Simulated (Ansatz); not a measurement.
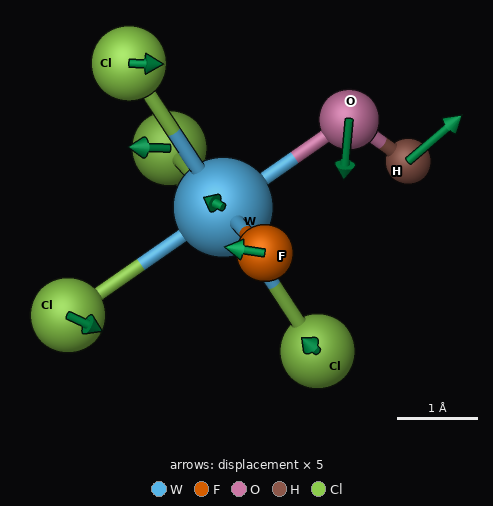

A relaxation of WHOCl4F. The starting structure is drawn; green arrows show the displacements, 5 times their true length. The two geometries are superimposed by the best rigid fit.

A ball-and-stick model, seen at a tilt.

The run prepares the start of a later molecular dynamics calculation, from a guessed geometry.

The calculation used RKS PBE/def2-SVP in Ansatz. Set-up: no spin polarisation; force threshold 0.02 eV/Å; at most 40 steps.

### Describe the change and its energy.

The energy falls by 8.03 kcal/mol in 10 geometry steps. Largest force component: 2 eV/Å at the start, 0.006 eV/Å at the end. The largest move after the best rigid fit is that of the H atom, 0.19 Å. By element the largest moves are H 0.19 Å, O 0.18 Å, Cl 0.12 Å, F 0.11 Å, W 0.07 Å. Near-neighbour distances that change, for instance: Cl–W 2.390 → 2.310 Å, O–W 1.940 → 1.879 Å, F–W 1.850 → 1.889 Å, Cl–W 2.390 → 2.356 Å. Among the angles between lasting bonds that change: W–O–H 109.5° → 134.2°, O–W–Cl 180.0° → 171.2°, O–W–Cl 90.0° → 84.4°. Cost: 15 s on 4 threads of INTEL(R) XEON(R) PLATINUM 8581C CPU @ 2.30GHz (Emerald Rapids), on a shared host, peak memory 0.24 GiB.
